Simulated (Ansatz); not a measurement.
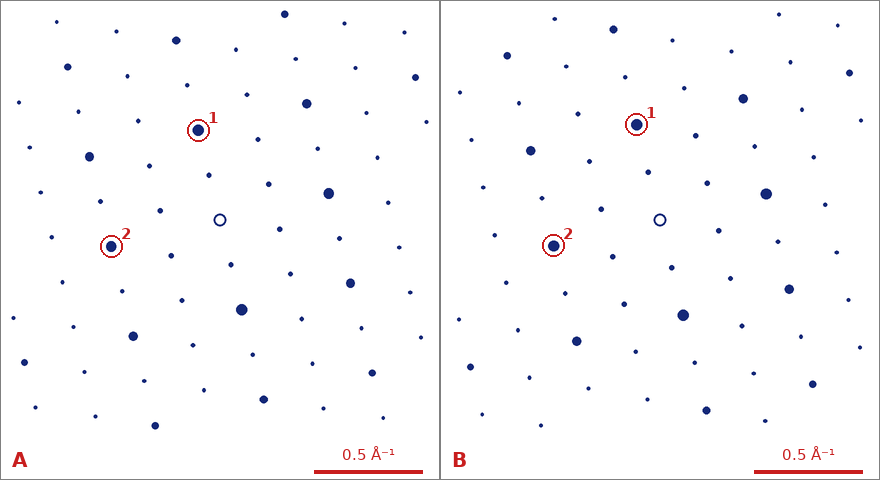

Kinematic electron diffraction patterns (300 kV, B = 0.5 Å², same scale) along [101] of the run's own cell, for the start and the end of one relaxation of ScW3 with DFT PBE, scalar-relativistic, plane waves, PAW (Ansatz 0.2.0). k mesh 16×16×16. The start is a generated model structure, and the relaxation ends in the nearest stationary point of its symmetry, not necessarily the ground state. Spot 1 is -2 -2 2 and spot 2 is 1 -1 -1 in both.

Start structure:

```
CELL_PARAMETERS angstrom
-1.96348 1.96348 4.38594
1.96348 -1.96348 4.38594
1.96348 1.96348 -4.38594
ATOMIC_POSITIONS crystal
Sc 0.00000 0.00000 0.00000
W 0.50000 0.50000 0.00000
W 0.25000 0.75000 0.50000
W 0.75000 0.25000 0.50000
```

Q: Which pattern belongs to the start structure, and which to the relaxed one?

A: B is the start: its cell gives d(1) = 2.193 Å, d(2) = 1.963 Å and an angle of 90.0°. A is the relaxed structure, with d(1) = 2.325 Å (+6.0 %), d(2) = 1.921 Å (-2.2 %) and 90.0°.

Q: Summarise the relaxation behind the change.

A: The volume changed by +1.5 % to 17.16 Å³ an atom; the fractional coordinates hardly changed; the space group stayed I4/mmm (No. 139); the free energy fell by 37 meV an atom. Relaxed cell: a = 5.385 Å, b = 5.385 Å, c = 5.385 Å, α = 138.21°, β = 138.21°, γ = 60.58°.
